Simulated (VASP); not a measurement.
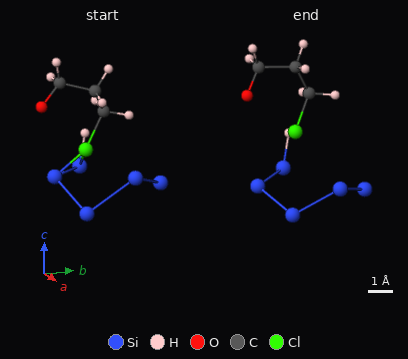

The structure of a slab of composition Si48H23C3ClO before (left) and after (right) a relaxation, at one scale.

A ball-and-stick model of the atoms within 5.8 Å of the atom that moves most (axes of the cell of the calculation, outlined in the plane, without the vacuum (origin shifted)), seen slightly off an axis.

The run lets the atoms move in a fixed cell. 24 atoms are held fixed.

All numbers below come from Kohn-Sham DFT of a periodic cell, PBE with D3(BJ), VASP PAW PBE potentials, recommended in VASP 6.6.1.

The input:
```
ALGO = Fast
EDIFF = 1E-6
EDIFFG = -0.03
ENCUT = 400
GGA = PE
IBRION = 2
ISIF = 2
ISMEAR = 0
ISYM = 0
IVDW = 12
LASPH = True
LCHARG = False
LREAL = Auto
LWAVE = False
NCORE = 4
NELM = 80
NSW = 120
PREC = Accurate
SIGMA = 0.05
```

Command:
```bash
cat potpaw_PBE.64/Si/POTCAR potpaw_PBE.64/H/POTCAR potpaw_PBE.64/O/POTCAR potpaw_PBE.64/C/POTCAR potpaw_PBE.64/Cl/POTCAR > POTCAR
mpirun -np 8 vasp_gam > vasp.out
```

Question: Describe what moved and what it gained.

Answer: The run was cut off at its time limit before the relaxation converged, so the last structure is only a point on the way. The largest move is that of an H atom, 1.46 Å along the normal (+c). By element the largest moves are H 1.46 Å, Cl 1.35 Å, C 1.05 Å, O 0.49 Å, Si 0.48 Å. The cell doesn't change. Near-neighbour distances that change, for instance: Cl–Si 2.121 → 3.568 Å, Cl–Si 1.744 → 3.045 Å, Si–Si 2.605 → 2.343 Å, Si–Si 2.412 → 2.278 Å. Bonds break, among them: Cl–Si (1.74 → 3.05 Å), Cl–Si (2.12 → 3.57 Å). Among the angles between lasting bonds that change: H–C–O 105.3° → 111.1°, H–C–C 109.4° → 104.2°, H–C–O 110.8° → 114.8°. After 55 geometry steps the energy has fallen by 7.270 eV per cell of the calculation. The largest force component goes from 11 to 0.42 eV/Å. At step 1 the optimiser overshot: the energy rose above the start, and later steps came back.
